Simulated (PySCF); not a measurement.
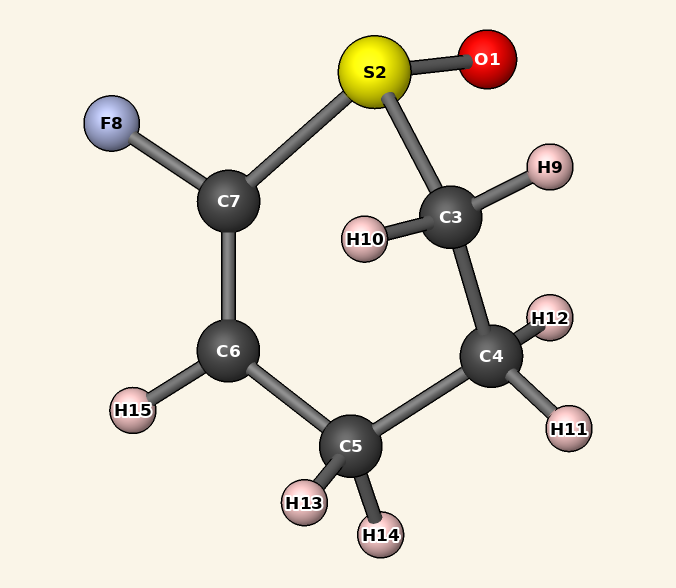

The questions are on isotropic NMR shieldings of the H atoms. The computed structure is the end point of a GFN2-xTB optimisation. No frequency run is at hand to confirm it as a minimum. Level of theory: GIAO PBE0/pcSseg-1 NMR shielding, non-relativistic, gas phase (PySCF 2.14.0).

Which H atom is the most shielded (lowest chemical shift)?

H11 (30.03 ppm).

Which H atom is the least shielded (highest chemical shift)?

H15 (25.73 ppm).

How wide is the range of H shifts?

4.29 ppm.

List the isotropic NMR shieldings of the H atoms.

```json
{"atom": "H9", "σ (ppm)": "28.83"}
{"atom": "H10", "σ (ppm)": "29.59"}
{"atom": "H11", "σ (ppm)": "30.03"}
{"atom": "H12", "σ (ppm)": "28.72"}
{"atom": "H13", "σ (ppm)": "29.42"}
{"atom": "H14", "σ (ppm)": "29.27"}
{"atom": "H15", "σ (ppm)": "25.73"}
```
